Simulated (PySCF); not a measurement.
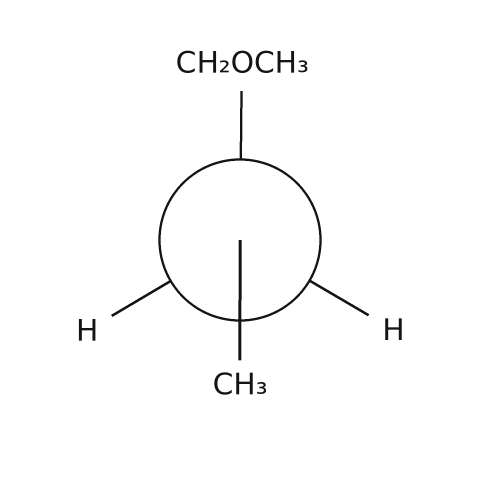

A Newman projection along the O–C bond, oxygen in front; angles are drawn as computed, but eclipsed bonds slightly apart. The computed structure is the end point of a PBE0-D3(BJ)/def2-TZVP optimisation. No frequency run is at hand to confirm it as a minimum.

Which molecule is it?

Answer. C4H10O2, COCCOC

What is the torsion angle from the front CH3 to the back CH2OCH3? The sign is positive where the front bond must turn clockwise to cover the back bond.

Answer. −179°, antiperiplanar (anti).
